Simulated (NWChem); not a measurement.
# B3LYP/def2-SVP run of C3H6F2 (1,3-difluoropropane)

What is the electronic atomisation energy of C3H6F2 (1,3-difluoropropane) at B3LYP/def2-SVP? 

Program for the calculation: NWChem 7.3.0.

4 further runs of the same task are left out: 1 that didn't finish, 3 set aside as unsound or not needed.

### 1 Starting point

C3H6F2: 11 atoms, total charge 0, spin state singlet. As SMILES, `FCCCF`. Geometry: relaxed at PBE0-D4/def2-TZVP. This is one conformer, not always the lowest.

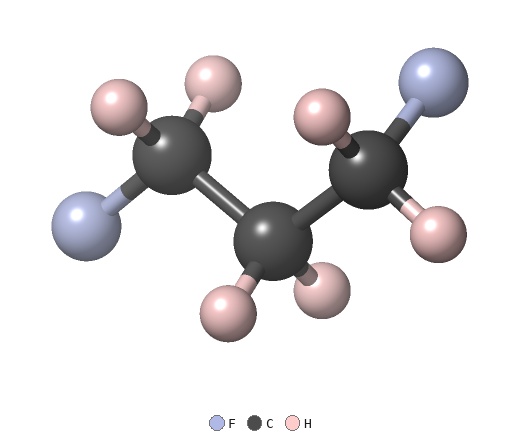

The structure, seen from a chosen angle (fluorine light blue, carbon dark grey, hydrogen pink).

### 2 The energy at B3LYP/def2-SVP (run 1)

File c3h6f2.nw:

```
start c3h6f2
title "C3H6F2"
memory total 2200 mb

geometry units angstroms noautosym nocenter noautoz
   F     -1.964400     1.432700    -0.107100
   C     -0.715300     1.000700     0.300600
   C     -0.375000    -0.298800    -0.387800
   C      0.967500    -0.838200     0.034700
   F      1.975600     0.040200    -0.331200
   H     -0.744500     0.875300     1.388600
   H      0.008000     1.781800     0.054100
   H     -0.388200    -0.154300    -1.471600
   H     -1.138100    -1.046200    -0.147100
   H      1.026200    -0.968100     1.120800
   H      1.173400    -1.798000    -0.445900
end

basis spherical bse
   * library def2-SVP
end

dft
   xc b3lyp
   grid lebedev 35 6
   convergence energy 1e-08
   iterations 100
   mulliken
   noprint "final vectors analysis"
end

task dft energy
```

The run is started by

```
nwchem c3h6f2.nw > c3h6f2.out
```

The log of the run:

```text
[...]
          Wavefunction type:  closed shell.
          No. of atoms     :    11
          No. of electrons :    42
[...]
          Charge           :     0
          Spin multiplicity:     1
[...]
          AO basis - number of functions:   100
[...]
              XC Information
              --------------
                         B3LYP Method XC Potential
                     Hartree-Fock (Exact) Exchange  0.200
                        Slater Exchange Functional  0.800 local
                    Becke 1988 Exchange Functional  0.720 non-local
              Lee-Yang-Parr Correlation Functional  0.810
                  VWN I RPA Correlation Functional  0.190 local
[...]
 d= 0,ls=0.0,diis     1   -317.2733505946 -5.02D+02  1.53D-02  7.81D-01     1.4
[...]
 d= 0,ls=0.0,diis    10   -317.3631029225 -5.77D-10  7.05D-08  1.14D-10    11.2
         Total DFT energy =     -317.363102922472
      One electron energy =     -802.531198403192
           Coulomb energy =      340.146305409614
    Exchange-Corr. energy =      -39.481752209035
 Nuclear repulsion energy =      184.503542280142
[...]
      Total Density - Mulliken Population Analysis
     ---------------------------------------------
    Atom       Charge   Shell Charges
 -----------   ------   -------------------------------------------------------
    1 F    9     9.28   1.99  1.13  0.80  3.35  2.00  0.01
    2 C    6     5.72   1.99  0.93  0.09  2.04  0.60  0.07
    3 C    6     6.05   1.98  0.92  0.11  2.16  0.84  0.04
    4 C    6     5.73   1.99  0.93  0.09  2.04  0.61  0.07
    5 F    9     9.28   1.99  1.13  0.80  3.35  2.00  0.01
    6 H    1     1.00   0.77  0.21  0.02
    7 H    1     0.99   0.76  0.20  0.02
    8 H    1     0.97   0.75  0.20  0.02
    9 H    1     0.98   0.75  0.21  0.02
   10 H    1     1.00   0.77  0.21  0.02
[...]
```

Wall time 12 s (1 thread of Intel Xeon Platinum 8375C at 2.90GHz (Ice Lake), shared host); peak memory 0.11 GiB.

### 3 The C atom at the same level (run 2)

File mymol.xyz:

```xyz
1

C      0.000000     0.000000     0.000000
```

File mymol.nw:

```
echo
START mymol
memory stack 880 mb heap 220 mb global 1100 mb
charge 0

GEOMETRY noautosym nocenter noautoz
  load mymol.xyz
END

BASIS spherical bse
  * library def2-SVP
END

DFT
  xc b3lyp
  mult 3
  grid lebedev 35 6
  convergence energy 1e-08
  iterations 100
  mulliken
  noprint "final vectors analysis"
END

TASK dft
```

Run the same way, it converges to -37.81406 Eh (log not shown).

Run 3 isn't shown in full; the table further down has it.

### 4 The H atom at the same level (run 4)

File h.nw:

```
start h
title "H B3LYP"
memory stack 880 mb heap 220 mb global 1100 mb

geometry units atomic noautosym nocenter noautoz
   H   0.00000000  0.00000000  0.00000000
end

basis "ao basis" spherical bse
   * library def2-SVP
end

dft
   xc b3lyp
   mult 2
   grid lebedev 35 6
   convergence energy 1e-08
   iterations 100
   mulliken
   print low
end

task dft energy
```

Run the same way, it converges to -0.50126 Eh (log not shown).

### 5 The series

```csv
run,level,partner,energy (Eh),wall time
1,B3LYP/def2-SVP,base,-317.363103,12 s
2,UB3LYP/def2-SVP,atoms,-37.814061,0.71 s
3,UB3LYP/def2-SVP,atoms,-99.640497,0.75 s
4,UB3LYP/def2-SVP,atoms,-0.501259,0.67 s
```

### 6 Outcome

At B3LYP/def2-SVP:

| quantity | value |
| --- | --- |
| H atom: total energy | -0.50126 Eh |
| H atom: ⟨S²⟩ | 0.750 |
| electronic atomisation energy | 44.419 eV |

In words: Taking the molecule apart into free atoms costs 44.42 eV (4286 kJ/mol), before zero-point energy and without spin-orbit coupling. All runs together took 14 s, the longest 12 s.
